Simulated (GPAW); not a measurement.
## Run report: BH$_{2}$, geometry relaxation

System: BH$_{2}$, multiplicity 2.
Method: PBE0/plane waves, UKS, scalar-relativistic datasets (GPAW 26.7.0).

The run did not end well. The atoms were displaced at random from an optimised geometry.

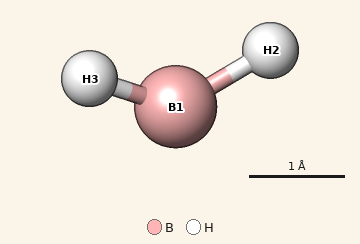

**Figure 1.** The structure as given in the input (ball-and-stick view, seen at a tilt; atoms are numbered from 1 in the order of the input).

### The input (calc.py)
```python
from ase.io import read, write
from ase.optimize import FIRE
from gpaw import GPAW, PW

# Geometry
system = read('bh2.xyz')
system.set_cell([11.0, 11.0, 11.0])
system.center()
system.set_initial_magnetic_moments([1.0, 0.0, 0.0])

# GPAW settings
calculator = GPAW(mode={'name': 'pw', 'ecut': 520},
                  xc='PBE0',
                  occupations={'name': 'fermi-dirac', 'width': 0.0, 'fixmagmom': True},
                  maxiter=60,
                  symmetry='off',
                  txt='-')
system.calc = calculator

opt = FIRE(system, trajectory='bh2.traj')
converged = opt.run(fmax=0.05, steps=100)
print('Converged:', converged)
print(f'Final energy            {system.get_potential_energy():.5f} eV')
print(f'r(H2-B0): {system.get_distance(2, 0):.4f} Ang')
print(f'r(H1-B0): {system.get_distance(1, 0):.4f} Ang')
write('relaxed.xyz', system)
```

### File bh2.xyz
```
3

B      0.252495    -0.178105     0.088215
H      0.341162     0.985928     0.217601
H     -0.541352    -0.775157    -0.363063
```

Launch command:
```bash
OMP_NUM_THREADS=1 python calc.py
```

### The program's output
```
__  _  _
 | _ |_)|_||  |
 |__||  | ||/\| - 26.7.0

units:  Angstrom and eV
cores:  1
OpenMP: False

Versions:
  Python: 3.12.14
  ASE:    3.29.0
  Numpy:  2.5.5
  Scipy:  1.18.1
  Libxc:  7.0.0

        _gpaw.cpython-312-aarch64-linux-gnu.so

Input parameters:
  mode=PW(ecut=520),
  maxiter=60,
  occupations=Occupations(name='fermi-dirac', width=0.0, fixmagmom=True),
  symmetry=Symmetry(point_group=False, time_reversal=False),
  xc=XC(name='PBE0')

Diagonalizing LCAO Hamiltonian
Converting LCAO to pw mode
        .--------------------------.
       /|                          |
      / |                          |
     /  |                          |
    /   |                          |
   /    |                          |
  /     |                          |
 *      |                          |
 |      |                          |
 |      |                          |
 |      |          BH              |
 |      |       H                  |
 |      |                          |
 |      |                          |
 |      .--------------------------.
 |     /                          /
 |    /                          /
 |   /                          /
 |  /                          /
 | /                          /
 |/                          /
 *--------------------------*

Atoms  # Å, Bohr magnetons
|   | symbol |        x |        y |        z |    initial magnetic moments |
|---|--------|----------|----------|----------|-----------------------------|
| 0 |      B | 5.852590 | 5.216509 | 5.660946 | ( 0.0000,  0.0000,  1.0000) |
| 1 |      H | 5.941257 | 6.380543 | 5.790332 | ( 0.0000,  0.0000,  0.0000) |
| 2 |      H | 5.058743 | 4.619458 | 5.209668 | ( 0.0000,  0.0000,  0.0000) |

Unit cell  # Å
| periodic |         x |         y |         z |   lengths |    angles |
|----------|-----------|-----------|-----------|-----------|-----------|
|       no | 11.000000 |  0.000000 |  0.000000 | 11.000000 | 90.000000 |
|       no |  0.000000 | 11.000000 |  0.000000 | 11.000000 | 90.000000 |
|       no |  0.000000 |  0.000000 | 11.000000 | 11.000000 | 90.000000 |

Number of symmetries: 1
Symmetry operations  # r_c * U_cc + t_c -> r_c
|   | kind |            matrix            |
|---|------|------------------------------|
| 0 |  E   |  1, 0, 0,  0, 1, 0,  0, 0, 1 |

BZ-sampling:
  Number of BZ points: 1
  Number of IBZ points: 1

  Monkhorst-Pack size: [1, 1, 1]
  Monkhorst-Pack shift: [0, 0, 0]

K-points  # in reciprocal-cell coordinates
|   |                                coordinates |     weight |
|---|--------------------------------------------|------------|
| 0 | (  0.00000000,   0.00000000,   0.00000000) | 1.00000000 |

Plane wave coefficients: 17913
Cutoff: 520.0 eV

Spin-components: 2 (collinear spins)
Bands:           6
Projectors:      11
Spin-degeneracy: 1
Datatype:        float64

  Storage: CPU
  Wave functions: 3_439_296 bytes (3_439_296 per core)
  Projectors: 5_732_160 bytes (5_732_160 per core)

Parallelization:
  kpt:    1
  domain: 1
  band:   1

Density:
  Valence electrons: 5.0
  Components: 2
  Grid points: [60 60 60]
  Charge: 0.0  # |e|

Potential:
  Grid points: [60 60 60]

species:
  B:
    name:    Boron
    Z:       5.0
    valence: 3
    core:    2
    charge:  0.0  # [|e|]
    file:    B.PBE.gz
    compensation charges:
      type: gauss
      rc: 0.20  # [Å]
      lmax: 2
    cutoffs:
      filter: 1.14  # [Å]
      core: 1.38  # [Å]
    projectors
    | kind |    occ | energy [eV] | rcut [Å] |
    |------|--------|-------------|----------|
    |   2s |  2.000 |      -9.443 |    0.635 |
    |   2p |  1.000 |      -3.606 |    0.635 |
    |    s |        |      17.768 |    0.635 |
    |    p |        |      23.605 |    0.635 |
    |    d |        |       0.000 |    0.635 |

    Using partial waves for B as LCAO basis

  H:
    name:    Hydrogen
    Z:       1.0
    valence: 1
    core:    0
    charge:  0.0  # [|e|]
    file:    H.PBE.gz
    compensation charges:
      type: gauss
      rc: 0.15  # [Å]
      lmax: 2
    cutoffs:
      filter: 0.85  # [Å]
      core: 0.53  # [Å]
    projectors
    | kind |    occ | energy [eV] | rcut [Å] |
    |------|--------|-------------|----------|
    |   1s |  1.000 |      -6.494 |    0.476 |
    |    s |        |      20.717 |    0.476 |
    |    p |        |       0.000 |    0.476 |

    Using partial waves for H as LCAO basis

Reference energy: -694.469892  # eV

eigensolver:
  PPCG
  Converge bands: occupied
  niter=2

density mixing:
  MSR1-Mixer
  Pratt-step length: 0.05
  Maximum mixing coefficient: 0.75
  Old densities: 10
  SVD Regularization: 0.005
  Good broyden scale: 1.0
  Trust region scale: 1.0
  Backstep threshold: 4.0
  History deletion threshold: 6.0
  Fourier metric: weight=20.0, sigma=0.015

occupation numbers:
  Fixed magnetic moment: 1.000
  # Zero width

poisson solver:
  ecut: 4160.0  # eV

xc functional:
  name: HYB_GGA_XC_PBEH with 2 nearest neighbor stencil

Initialization done in: 1.242 s

convergence criteria:
- Maximum [total energy] change in last 3 cyles: 0.0005 eV / valence electron
- Maximum integral of absolute [dens]ity change: 0.0001 electrons / valence electron
- Maximum integral of absolute [eigenst]ate change: 4e-08 eV^2 / valence electron
maximum number of iterations: 60

IBZ(<points: 1, symmetries: 1>)
Occupied bands: 3
Transforming wave functions from IBZ to BZ: 0.009 seconds
Distributing wave functions and iFFT-ing to real space: 0.031 seconds
SCF iterations
|iter     |     time |      energy | eigst |  dens |  magmom |
|---------|----------|-------------|-------|-------|---------|
|iter:   1| 00:00:04 |  -41.678328 | +1.03 |       |  +0.9862|
|iter:   2| 00:00:07 |  -11.518611 | -0.36 | -0.27 |  +0.9869|
|iter:   3| 00:00:11 |  -10.672058 | -0.25 | -0.29 |  +0.9982|
|iter:   4| 00:00:14 |  -10.223533 | -0.91 | -0.52 |  +0.9979|
|iter:   5| 00:00:18 |  -10.256197 | -1.71 | -1.08 |  +0.9989|
|iter:   6| 00:00:22 |  -10.259328 | -2.31 | -1.42 |  +1.0001|
|iter:   7| 00:00:25 |  -10.256996 | -3.32 | -1.80 |  +1.0000|
|iter:   8| 00:00:29 |  -10.257147c| -3.72 | -2.45 |  +1.0000|
|iter:   9| 00:00:33 |  -10.257127c| -5.36 | -2.59 |  +1.0000|
|iter:  10| 00:00:36 |  -10.257123c| -5.21 | -3.01 |  +1.0000|
|iter:  11| 00:00:40 |  -10.257124c| -6.55 | -3.66 |  +1.0000|
|iter:  12| 00:00:44 |  -10.257123c| -7.05 | -3.85 |  +1.0000|
|iter:  13| 00:00:47 |  -10.257123c| -7.99c| -4.62c|  +1.0000|

Converged in 13 steps
SCF loop duration: 45.974 s (3.536 s/step)
Energy contributions relative to reference atoms: (reference = -694.469892)

Energy contributions:
  Kinetic:          13.261549
  Coulomb:         -12.320535
  Zero:             -0.004177
  External:          0.000000
  Xc:               19.928371
  Entropy:           0.000000
  Spinorbit:         0.000000
  Hybrid_Xc_Cc:       -19.517543
  Hybrid_Xc_Vc:        -0.687877
  Hybrid_Xc_Vv:       -10.916911
  ----------------------------
  Free energy:     -10.257123
  Extrapolated:    -10.257123

dipole moment: (-0.094290, 0.046424, -0.045244)  # |e|*Ang

Total magnetic moment: (0.000000, 0.000000, 1.000000)

Local magnetic moments
|        x |        y |        z |
|----------|----------|----------|
| 0.000000 | 0.000000 | 0.171952 |  # B    0
| 0.000000 | 0.000000 | 0.005157 |  # H    1
| 0.000000 | 0.000000 | 0.005862 |  # H    2

Fermi levels: -4.105, -1.913
Eigenvalues  # (at kpt = [0.000, 0.000, 0.000])
| band index |      eig [eV] | occ [0-1] |      eig [eV] | occ [0-1] |
|------------|---------------|-----------|---------------|-----------|
|          0 |       -14.479 |     1.000 |       -13.735 |     1.000 |
|          1 |       -10.766 |     1.000 |       -10.514 |     1.000 |
|          2 |        -6.000 |     1.000 |        -1.616 |     0.000 |
|          3 |        -2.209 |     0.000 |        -1.246 |     0.000 |
|          4 |        -0.192 |     0.000 |        -0.067 |     0.000 |
|          5 |         1.006 |     0.000 |         1.071 |     0.000 |

Gap: 3.791 eV
Transition (v -> c):
  (s=0, k=0, n=2, [0.00, 0.00, 0.00]) -> (s=0, k=0, n=3, [0.00, 0.00, 0.00])
No difference between direct/indirect transitions
vacuum-level: 0.109  # V

Forces  # eV/Ang
|        x |        y |        z |
|----------|----------|----------|
|  2.17072 |  1.36648 |  1.21566 |  # B    0
|  0.06449 |  0.36747 |  0.05867 |  # H    1
| -2.23479 | -1.73411 | -1.27421 |  # H    2

Force computation time: 0.712  # s
      Step     Time          Energy          fmax
FIRE:    0 00:00:48      -10.257123        3.102419
        .--------------------------.
       /|                          |
      / |                          |
     /  |                          |
    /   |                          |
   /    |                          |
  /     |                          |
 *      |                          |
 |      |                          |
 |      |                          |
 |      |          BH              |
 |      |       H                  |
 |      |                          |
 |      |                          |
 |      .--------------------------.
 |     /                          /
 |    /                          /
 |   /                          /
 |  /                          /
 | /                          /
 |/                          /
 *--------------------------*

Atoms  # Å, Bohr magnetons
|   | symbol |        x |        y |        z |    initial magnetic moments |
|---|--------|----------|----------|----------|-----------------------------|
| 0 |      B | 5.874297 | 5.230174 | 5.673103 | ( 0.0000,  0.0000,  0.1720) |
| 1 |      H | 5.941902 | 6.384217 | 5.790919 | ( 0.0000,  0.0000,  0.0052) |
| 2 |      H | 5.036395 | 4.602116 | 5.196926 | ( 0.0000,  0.0000,  0.0059) |

Unit cell  # Å
| periodic |         x |         y |         z |   lengths |    angles |
|----------|-----------|-----------|-----------|-----------|-----------|
|       no | 11.000000 |  0.000000 |  0.000000 | 11.000000 | 90.000000 |
|       no |  0.000000 | 11.000000 |  0.000000 | 11.000000 | 90.000000 |
|       no |  0.000000 |  0.000000 | 11.000000 | 11.000000 | 90.000000 |

Initialization done in: 1.252 s

convergence criteria:
- Maximum [total energy] change in last 3 cyles: 0.0005 eV / valence electron
- Maximum integral of absolute [dens]ity change: 0.0001 electrons / valence electron
- Maximum integral of absolute [eigenst]ate change: 4e-08 eV^2 / valence electron
maximum number of iterations: 60

ValueError
```

### What the run reported

```tsv
quantity	value
outcome	ended with an error
hardware	1 thread of Arm Neoverse V1, 24 GiB of memory available, shared host
wall time	50 s
peak memory	0.72 GiB
```

### What went wrong

The run ended with an error.
